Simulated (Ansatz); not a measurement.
# Where P_N puts its levels in the gap of Be3N2 (P6_3/mmc)

Charge states of P_N in Be3N2 (P6_3/mmc), set against the band edges. Model: a cell of 120 host atoms with 1 N taken out and 1 P put in.

Calculated with Ansatz 0.2.0; place-levels on PBEsol runs: charge-transition levels and formation energies with image-charge correction and potential alignment at the atomic sites.

## (1) Set-up

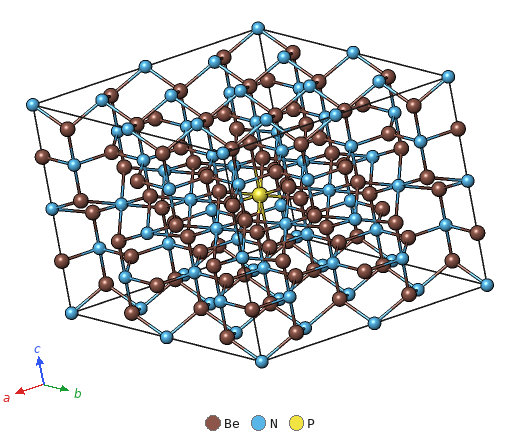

Start, viewed from a free direction; beryllium brown, nitrogen blue, phosphorus yellow. Some periodic images of atoms are drawn too.

The cell holds 120 atoms: 72 Be, 47 N and 1 P. Cell: a = 9.829 Å, b = 9.829 Å, c = 9.710 Å, α = 90.0°, β = 90.0°, γ = 120.0°. It derives from Be3N2 (space group P6_3/mmc). Nearest the centre at fractional (0.500, 0.500, 0.500): P112 at 0.00 Å, Be42 at 1.81 Å, Be70 at 1.81 Å, Be95 at 1.81 Å, Be94 at 1.81 Å, Be101 at 1.81 Å, Be6 at 1.81 Å, Be103 at 2.43 Å.

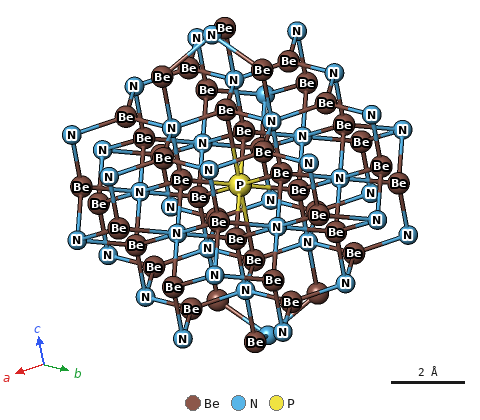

The atoms within 5 Å of the centre.

Screening for the image-charge correction: ε∞ = (4.54, 4.54, 5.47), ε0 = (11.71, 11.71, 32.82), from a response run on this crystal (DFPT, PBEsol) at that run's own cell.

The cell's shortest repeat is 9.7 Å.

## (2) Charge states

Levels follow from differences of total energies between charge states, each relaxed by itself.

Random displacements of about 0.05 Å break the site symmetry at the start, so that the relaxation can reach a distorted minimum if there is one. Forces are taken at one point at (¼, ¼, ¼). The cell holds 1 electron more than the neutral one, with a uniform background that keeps it neutral on the whole. The electron count is odd, so at least one spin is unpaired; this run locks the moment at 1 μB.

The sampling was tested on the host first: at the k-points planned (1x1x1 shifted 0.25 0.25 0.25) its energy lies -0.001 eV an atom from the dense-mesh value, under the bound of 0.02 eV set for this test; that bounds the host's error, not the defect's.

One state's input; the others differ in charge, spin, start and seed, and in occupations where the table says so.

The input, qm1_M1.relax/input.yaml:

```yaml
crystal:
  lattice:
    - [4.25594168, 2.45716908, 0.0]
    - [-4.25594168, 2.45716908, 0.0]
    - [0.0, 0.0, 9.71005664]
  atoms:
    - { symbol: Be, position: [0.0, 0.66666667, 0.07824696] }
    - { symbol: Be, position: [0.33333333, 0.33333333, 0.07824696] }
    - { symbol: Be, position: [0.66666667, 0.0, 0.07824696] }
    - { symbol: Be, position: [0.0, 0.33333333, 0.57824696] }
    - { symbol: Be, position: [0.33333333, 0.0, 0.57824696] }
    - { symbol: Be, position: [0.66666667, 0.66666667, 0.57824696] }
    - { symbol: Be, position: [0.0, 0.33333333, 0.92175304] }
    - { symbol: Be, position: [0.33333333, 0.0, 0.92175304] }
    - { symbol: Be, position: [0.66666667, 0.66666667, 0.92175304] }
    - { symbol: Be, position: [0.0, 0.66666667, 0.42175304] }
    - { symbol: Be, position: [0.33333333, 0.33333333, 0.42175304] }
    - { symbol: Be, position: [0.66666667, 0.0, 0.42175304] }
    - { symbol: Be, position: [0.0, 0.0, 0.25] }
    - { symbol: Be, position: [0.33333333, 0.66666667, 0.25] }
    - { symbol: Be, position: [0.66666667, 0.33333333, 0.25] }
    - { symbol: Be, position: [0.0, 0.0, 0.75] }
    - { symbol: Be, position: [0.33333333, 0.66666667, 0.75] }
    - { symbol: Be, position: [0.66666667, 0.33333333, 0.75] }
    - { symbol: "N", position: [0.0, 0.0, 0.0] }
    - { symbol: "N", position: [0.33333333, 0.66666667, 0.0] }
    - { symbol: "N", position: [0.66666667, 0.33333333, 0.0] }
    - { symbol: "N", position: [0.0, 0.0, 0.5] }
    - { symbol: "N", position: [0.33333333, 0.66666667, 0.5] }
    - { symbol: "N", position: [0.66666667, 0.33333333, 0.5] }
    - { symbol: "N", position: [0.0, 0.66666667, 0.25] }
    - { symbol: "N", position: [0.33333333, 0.33333333, 0.25] }
    - { symbol: "N", position: [0.66666667, 0.0, 0.25] }
    - { symbol: "N", position: [0.0, 0.33333333, 0.75] }
    - { symbol: "N", position: [0.33333333, 0.0, 0.75] }
    - { symbol: "N", position: [0.66666667, 0.66666667, 0.75] }
  supercell: [2, 2, 1]
  defects: [{ substitution: { at: 111, symbol: P } }]
total_charge: -1
basis:
  ecutwfc: 420
  xc_grid: 2
hamiltonian:
  xc: pbesol
kpoints:
  mp_grid: { grid: [1, 1, 1], shift: [0.25, 0.25, 0.25] }
magnetization:
  spin_polarized: true
  initial_magnetization: 1
  spin_locking: { lock_magnetization: hard }
scf:
  occupations: { method: fixed }
  max_iter: 100
output:
  forces: true
  charged_corrections:
    epsilon: [4.54, 4.54, 5.47]
    static_epsilon: [11.71, 11.71, 32.82]
relax:
  f_tol: 0.02
  max_steps: 80
  random_displacement: { amplitude: 0.05, seed: 2619 }
checkpoint:
  write: "../qm1_M1.relax.run"
  compress: false
  write_wavefunctions: true
  write_every: 100000
```

On the command line:

```bash
> ansatz run input.yaml --threads 4 --pin off --max-ram 7536MiB --backend cpu --events-out ev --progress --plain --runs-dir out
```

The relaxed structure is kept and the sampling changed to a 2×2×2 shifted mesh.

The run of this state that the levels use, under PBEsol:

The input, qm1_M1.point/input.yaml:

```yaml
crystal:
  checkpoint: "../qm1_M1.relax.run"
  host: checkpoint
total_charge: -1
basis:
  ecutwfc: 420
  xc_grid: 2
hamiltonian:
  xc: pbesol
kpoints:
  mp_grid: { grid: [2, 2, 2], shift: [0.5, 0.5, 0.5] }
magnetization:
  spin_polarized: true
  initial_magnetization: 1
  spin_locking: { lock_magnetization: hard }
scf:
  occupations: { method: fermi_dirac, width: 0.01 }
  max_iter: 100
output:
  forces: true
  eigenvalues: true
  charged_corrections:
    epsilon: [4.54, 4.54, 5.47]
    static_epsilon: [11.71, 11.71, 32.82]
    defect_position: [0.5, 0.5, 0.5]
  eigenstates: { localisation: true }
  populations: true
  efg: {}
  band_densities: [{ bands: [v1, v1] }, { bands: [c1, c1] }]
  write_density: true
  write_potential: true
  volumetric_format: npy
checkpoint:
  read: "../qm1_M1.relax.run"
  write: "../qm1_M1.point.run"
  compress: false
  write_wavefunctions: false
  write_every: 100000
```

Relaxations under PBEsol at one point at (¼, ¼, ¼); times on 4 threads of Arm Neoverse V1, shared host:

```
charge  moment (μB)  occupations    outcome  steps  largest displacement against the far atoms (Å)     time
    −1            1        fixed  converged      8                                            0.25  3.2 min
     0            0        fixed  converged      5                                            0.24     69 s
    +1            1        fixed  converged      8                                            0.29  3.9 min
```

Single points under PBEsol at a 2×2×2 shifted mesh; times on 4 threads of Arm Neoverse V1, shared host:

```
charge  moment (μB)  occupations    outcome     time
    −1            1  fermi-dirac  converged  5.1 min
     0            0  fermi-dirac  converged  2.2 min
    +1            1  fermi-dirac  converged  4.9 min
```

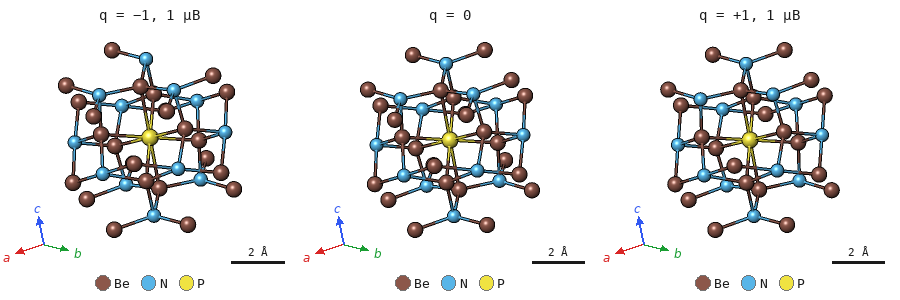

The structures near the centre after relaxation with PBEsol, by charge.

Distances (Å) from P112 to the nearest atoms after relaxation with PBEsol:

```
charge  moment (μB)       1.       2.       3.       4.       5.       6.
    −1            1  Be 2.04  Be 2.04  Be 2.04  Be 2.04  Be 2.05  Be 2.05
     0            0  Be 2.04  Be 2.04  Be 2.04  Be 2.04  Be 2.04  Be 2.04
    +1            1  Be 2.06  Be 2.06  Be 2.09  Be 2.09  Be 2.09  Be 2.09
```

## (3) Placing the levels, PBEsol

A charged cell interacts with its images and the background, and its potential has another zero than the host's. place-levels removes the first by a point-charge model, screened by the static dielectric constant since the ions have relaxed around the charge, and the second by comparing potentials at atoms far from the defect.

The host is a run of the defect-free crystal in the same cutoffs, grids and k-points, so that basis and sampling errors cancel in part in the differences. Its band edges come from a run of the primitive cell that searches the zone for them. The host is run in a cell of 30 atoms on a matching mesh. Chemical potentials are energies per atom of N (N2 molecule) and P (black phosphorus), run with the same functional and cutoff.

The input, levels.point.yaml:

```yaml
host:
  run: host.point.run
  levels_from: { run: edges.point.run }
states: [qm1_M1.point.run, q0.point.run, qp1_M1.point.run]
geometry_from:
  qm1_M1.point.run: qm1_M1.relax.run
  q0.point.run: q0.relax.run
  qp1_M1.point.run: qp1_M1.relax.run
  host.point.run: host.relax.run
chemical_potentials:
  "N":
    energy: -378.471758
    dataset: "<sha256 of the dataset>"
  P:
    energy: -740.035931
    dataset: <sha256 of the dataset>
epsilon: [4.54, 4.54, 5.47]
static_epsilon: [11.71, 11.71, 32.82]
vertical:
  - { from: qm1_M1.point.run, to: qm1_M1.point_neutral.run }
  - { from: qp1_M1.point.run, to: qp1_M1.point_neutral.run }
```

On the command line:

```bash
> ansatz place-levels levels.point.yaml -- --threads 4 --pin off --max-ram 7536MiB
```

Numbers of over 12 decimals in the logs are rounded to 6 here.

What it wrote:

```text
[... repeated set-up lines and file paths are left out, and long positions are rounded to six places ...]
(+1/0) 0.019 eV beneath the valence edge, in the valence band
(0/-1) 3.247 eV above the valence edge (+3.937 eV without the band-filling correction), 0.000 eV under the conduction edge
formation energy of charge +1: +4.373 eV with the Fermi level at the valence edge
formation energy of charge 0: +4.354 eV with the Fermi level at the valence edge
formation energy of charge -1: +7.601 eV with the Fermi level at the valence edge
vertical -1 to 0: no energy, since no alignment is typed
  the change from vertical[0].from (qm1_M1.point.run) to vertical[0].to (qm1_M1.point_neutral.run): by its potential at epsilon [4.54, 4.54, 5.47] it stands at 0.501 0.500 1.000, with an rms radius of about 6.8 Å (4.0 4.0 3.8 Å across the planes of the cell's [...]
vertical +1 to 0: no energy, since no alignment is typed
  the change from vertical[1].from (qp1_M1.point.run) to vertical[1].to (qp1_M1.point_neutral.run): by its potential at epsilon [4.54, 4.54, 5.47] it stands at 0.500 0.500 0.500, with an rms radius of about 2.8 Å (1.8 1.7 1.3 Å across the planes of the cell's [...]
  edges by pbesol of host.levels_from (edges.point.run), its mesh sampled to repeats of 29.13 Å (the valence edge +0.143 eV and the conduction edge -0.627 eV from those of the host's own run), gap 3.247 eV; the host is sampled to repeats of 19.66 Å
  the defect's cells are sampled to repeats of 19.66 Å, like sampling
  charge +1: -25171.8095 eV with its correction of +0.189 eV, at epsilon [11.71, 11.71, 32.82], aligned at sites: +0.0650 eV, mean over 57 atomic sites at or beyond 4.86 Å from the defect at [0.5000, 0.5000, 0.5000], with +0.000000 for the charge's moments [...]
  states[2] (qp1_M1.point.run): levels filled in part (TS 0.005 eV): its energy is of no whole electron's
  charge 0: +0.000 eV for its dipole among its images, +0.000 omitted
  charge -1: -25151.9813 eV with its correction of -0.015 eV, at epsilon [11.71, 11.71, 32.82], aligned at sites: +0.1388 eV, mean over 57 atomic sites at or beyond 4.86 Å from the defect at [0.5000, 0.5000, 0.5000], with +0.000000 for the charge's moments [...]
  of states[2] (qp1_M1.point.run): it parts from the run at its places by a charge that spreads by about 1.8 Å along one vector (1.5 Å or more is wide), by its potential at epsilon [4.54, 4.54, 5.47], taken for that of held ions (one typed too small widens [...]
  of states[0] (qm1_M1.point.run): it parts from the run at its places by a charge that spreads by about 4 Å along one vector (1.5 Å or more is wide), by its potential at epsilon [4.54, 4.54, 5.47], taken for that of held ions (one typed too small widens it), [...]
  of vertical[0].from (qm1_M1.point.run): its sublattices stand up to 0.0467 Å off the host's, which by the two runs' forces adds about +0.02 eV to its energy against the host's, and moves the band edges: relax the crystal first, and build the cells on it; [...]
  vertical[1].from (qp1_M1.point.run): levels filled in part (TS 0.005 eV): its energy is of no whole electron's
  of vertical[1].from (qp1_M1.point.run): it parts from the run at its places by a charge that spreads by about 1.8 Å along one vector (1.5 Å or more is wide), by its potential at epsilon [4.54, 4.54, 5.47], taken for that of held ions (one typed too small [...]
```

The job ended after 0.52 s (4 threads of Arm Neoverse V1, shared host).

Levels between the charges placed, in eV above the valence top:

```
        gap (eV)  (+1/0)  (0/−1)
PBEsol      3.25   -0.02    3.25
```

Corrections by state:

```
charge  moment (μB)  image terms and alignment (eV)  band filling (eV)                                  ε used  over the lowest of its charge, as the program ranks them, band filling apart (eV)
    +1          1.0                           0.189                  -  principal values (11.71, 11.71, 32.82)                                                                              0.000
     0          0.0                           0.000                  -                                       -                                                                              0.000
    −1          1.0                          -0.015             -0.690  principal values (11.71, 11.71, 32.82)                                                                              0.000
```

The charged structures listed were also run neutral, and place-levels reads from each pair, by the potential or the spins, how wide the charge is by which they differ; that can be the carrier of either run.

```
charge  rms radius (Å)  spread where it is widest against the cell (Å)  wide from (Å)  reading
    +1             2.8                                            1.76           1.47     wide
    −1             6.8                                            4.03           1.47     wide
```

The neutral runs of these pairs need not share the spin of the lowest neutral state, and very wide values only mean spread over the cell.

From the program's caveats on the states, each cut to its opening words:

- charge +1 (1 μB): it parts from the run at its places by a charge that spreads by about 1.8 Å along one vector (1.5 Å or more is wide), by its potential at epsilon [4.54, 4.54, [...]
- charge −1 (1 μB): it parts from the run at its places by a charge that spreads by about 4 Å along one vector (1.5 Å or more is wide), by its potential at epsilon [4.54, 4.54, [...]
- charge −1 (1 μB): a band-filling correction moves a carrier to the host's band edge, which changes its energy by -0.690 eV
- charge −1 (1 μB): its sublattices stand up to 0.0467 Å off the host's, which by the two runs' forces adds about +0.02 eV to its energy against the host's, and moves the band [...]
- charge −1 (1 μB): its moments are held at its close (magnetization.spin_locking), by a field of 0.002 eV a Bohr magneton, and its energy and levels are of the state that this [...]

Formation energies (eV), elemental references (Δμ(N) = 0.00 eV, Δμ(P) = 0.00 eV):

```
charge  Fermi level at the valence top  at the conduction bottom
    +1                            4.37                      7.62
     0                            4.35                      4.35
    −1                            7.60                      4.35
```

## (4) Effect of the sampling

The relaxations' own energies give the levels at their sampling, for comparison.

The input, levels.relax_mesh.yaml:

```yaml
host:
  run: host.relax.run
  levels_from: { run: edges.relax.run }
states: [qm1_M1.relax.run, q0.relax.run, qp1_M1.relax.run]
chemical_potentials:
  "N":
    energy: -378.471758
    dataset: "<sha256 of the dataset>"
  P:
    energy: -740.035931
    dataset: <sha256 of the dataset>
```

On the command line:

```bash
> ansatz place-levels levels.relax_mesh.yaml -- --threads 4 --pin off --max-ram 7536MiB
```

What it wrote:

```text
(+1/0) 0.014 eV above the valence edge, 3.233 eV under the conduction edge
[...]
formation energy of charge +1: +4.341 eV with the Fermi level at the valence edge
formation energy of charge 0: +4.355 eV with the Fermi level at the valence edge
formation energy of charge -1: +7.657 eV with the Fermi level at the valence edge
  edges by pbesol of host.levels_from (edges.relax.run), its mesh sampled to repeats of 29.13 Å (the valence edge +0.273 eV and the conduction edge -1.053 eV from those of the host's own run), gap 3.247 eV; the host is sampled to repeats of 13.82 Å
[... the lines on each state left out ...]
```

The job ended after 0.18 s (4 threads).

Levels between neighbouring charges, in eV above the valence top:

```
                        gap (eV)  (+1/0)  (0/−1)
one point at (¼, ¼, ¼)      3.25    0.01    3.30
  a 2×2×2 shifted mesh      3.25   -0.02    3.25
```

Going from one point at (¼, ¼, ¼) to a 2×2×2 shifted mesh moves the levels that carry no band-filling term by up to 0.03 eV and formation energies against the elements by up to 0.06 eV; band-filling terms, which differ between samplings, are in these energies.

## (5) Outcome

| Quantity | Value |
| --- | --- |
| gap of the host | 3.25 eV (PBEsol) |
| level (plus 1/0) | 0.02 eV below the valence top |
| level (0/minus 1) | 3.25 eV above the valence top, at the conduction bottom (3.94 eV above the valence top without the band-filling term) |
| lowest of the charges placed, just above the valence top (0.02 eV) | 0 |
| lowest of the charges placed, just below the conduction bottom (0.02 eV) | 0 |
| lowest formation energy at mid-gap of the charges run, elemental references | 4.35 eV |

In words: Of the charges placed (−1, 0 and +1), 0 is the lowest from 0.02 eV above the valence top to 0.02 eV below the conduction bottom, a gap of 3.25 eV. (+1/0) lies 0.02 eV from a band edge, less than the doubt on such levels. States placed: +1 at 1 μB; 0 at 0 μB; −1 at 1 μB. Other spin states or structures, where not listed, weren't placed. The program finds carriers beyond a band edge of the host and adds a band-filling term at charge −1 (-0.69 eV); steps to such a charge show no bound level, and a defect level inside a band would be read the same way. P is taken at its element; compounds, which aren't counted here, bound the chemical potentials and would shift these formation energies. Going from one point at (¼, ¼, ¼) to a 2×2×2 shifted mesh moves the levels that carry no band-filling term by up to 0.03 eV and formation energies against the elements by up to 0.06 eV; band-filling terms, which differ between samplings, are in these energies. What this leaves open: PBEsol makes the gap too small and tends to spread out bound carriers; where a gas molecule sets a chemical potential or the host's formation energy, its binding is uncorrected; force components of up to 0.10 eV/Å remain in a run at the final settings.

[Logs are printed without paths, hosts, clocks, repeated set-up lines and the standing remarks that a program may print on its own settings, such as how far it seeks lower states.]

[Hosts, paths, dates, database ids (printed as entryN), source tags and the programs' standing remarks are cut or masked in the printed files.]

[Where a table of states has a column of steps, it counts the stored structures, which are thinned; the runs took as many ionic steps or more.]

[A defect's name tells the site on which it was built; relaxed atoms can leave that site.]

[For some hosts the program warned that the k-mesh of the response run may be too coarse for force constants and the static dielectric constant; such warnings are not shown here.]
